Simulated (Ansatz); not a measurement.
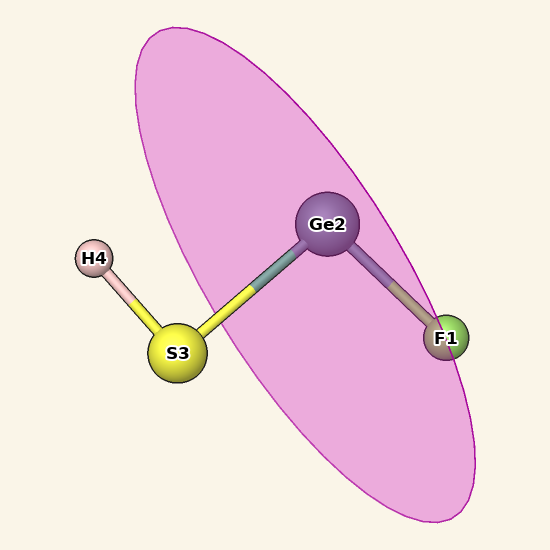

A disc through the centre of mass is drawn in. Depth is shown by fading: the farther an atom, the more it takes the colour of the background. The geometry was computed by an optimisation with PBE-D4/def2-SVP. No frequency run is at hand to confirm it as a minimum.

Question: Is the plane of the disc a mirror plane of the structure?

Answer: No. The point group is Cs, with 1 mirror plane, and this plane isn't one of its mirror planes.
